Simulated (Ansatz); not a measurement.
Single-point calculation, with input and output: BSi5 (charge −1)

System: BSi5, charge −1, multiplicity 3.
Method: UKS SVWN5/cc-pVTZ (Ansatz 0.2.0).

Some settings of this run were made unusual or wrong on purpose. The geometry comes from this level: PBE-D4/def2-SVPD.

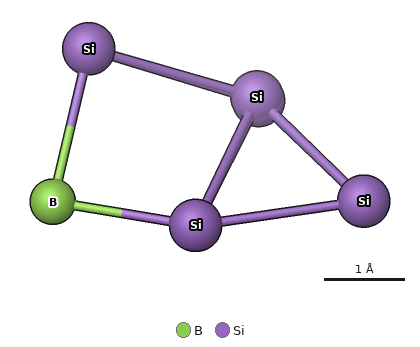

The structure as given in the input (ball-and-stick view, seen at a tilt).

**The input**
```yaml
crystal:
  periodic: [false, false, false]
  atoms:
    - {symbol: B, position_ang: [0.186803, 0.864290, -1.056420]}
    - {symbol: Si, position_ang: [-1.135516, -0.619854, -0.734811]}
    - {symbol: Si, position_ang: [1.468549, -0.768405, 2.254905]}
    - {symbol: Si, position_ang: [1.191170, 0.192369, 0.337338]}
    - {symbol: Si, position_ang: [-0.676212, -0.569102, 1.640401]}
    - {symbol: Si, position_ang: [-0.676212, -0.619102, 1.590401]}
basis:
  gaussian: {orbitals: cc-pVTZ, fitting: {mean_field: cc-pVTZ-jkfit}, point_charges: [{charge: 1.00, position_ang: [5.588, -0.886, 0.432]}]}
total_charge: -1
magnetization: {spin_polarized: true, initial_magnetization: 2}
hamiltonian: {xc: {name: SVWN5}}
scf: {omitted_lower_state_checks: [starts]}
output: {forces: true}
```

Launch command:
```bash
ansatz run in.yaml --threads 4 --pin off --events-out ev --progress --plain --max-ram 4787MiB
```

**Output**
```
Functional definition: SVWN5
  name "SVWN5"
  cite "Dirac, Proc. Camb. Phil. Soc. 26, 376 (1930) doi:10.1017/S0305004100016108"
  cite "Slater, Phys. Rev. 81, 385 (1951) doi:10.1103/PhysRev.81.385"
  cite "Vosko, Wilk & Nusair, Can. J. Phys. 58, 1200 (1980) doi:10.1139/p80-159"
  exchange = slater_x
  correlation = vwn5_c
these checks for a lower state are left out or cut short: starts
684 factors; integrals over basis functions are off by at most 2.5e-1 eV
mean field evaluation 1: about -13798.7440 eV, gradient 1.4e2 eV
mean field evaluation 2: about -13658.8727 eV, gradient 1.4e2 eV
mean field evaluation 4: about -13826.2518 eV, gradient 5.5e1 eV
mean field evaluation 8: about -13846.1203 eV, gradient 1.0e1 eV
mean field evaluation 16: about -13846.9096 eV, gradient 1.0e0 eV
mean field -13846.91328549 eV, -508.8646774670 hartree, gradient 1.4e-5 eV, S^2 2.004779; 0 other end points of the search recorded, 1 dependent functions left out
the calculation of the forces begins
reference -13846.91331106 eV, -508.8646784064 hartree; 39, 37 occupied and 160, 162 virtual orbitals, 684 factors
Total energy: -13846.91331106 eV, -508.8646784064 hartree
Atom 0 at     0.186803     0.864290    -1.056420 Å, force    -1.042187    -2.129889     0.907701 eV/Å
Atom 1 at    -1.135516    -0.619854    -0.734811 Å, force     8.908063    -8.668785    30.454489 eV/Å
Atom 2 at     1.468549    -0.768405     2.254905 Å, force   -17.037600     4.174505    -0.921574 eV/Å
Atom 3 at     1.191170     0.192369     0.337338 Å, force   -12.438309    -6.556382     5.244155 eV/Å
Atom 4 at    -0.676212    -0.569102     1.640401 Å, force   168.566400 368000.381118 368620.082713 eV/Å
Atom 5 at    -0.676212    -0.619102     1.590401 Å, force  -146.188047 -367987.308740 -368655.929730 eV/Å
Dipole moment:    -1.505721    -0.318310     0.508292 e Å
Checks for a lower state left out: starts
```

**What the run reported**

```json
{"quantity": "outcome", "value": "converged"}
{"quantity": "total energy", "value": "−13846.9133 eV"}
{"quantity": "⟨S²⟩", "value": "2.005"}
{"quantity": "SCF solution under orbital rotations", "value": "stable"}
{"quantity": "largest force (length of the vector)", "value": "520885.664 eV/Å"}
{"quantity": "hardware", "value": "4 threads of Arm Neoverse V2, 23 GiB of memory available, shared host"}
{"quantity": "wall time", "value": "3.6 s (CPU time 13 s)"}
{"quantity": "peak memory", "value": "0.49 GiB"}
```

**What went wrong**

A setting was made wrong on purpose: two atoms are placed far too close. The program still converged, but the numbers can't be taken as results for the intended system.
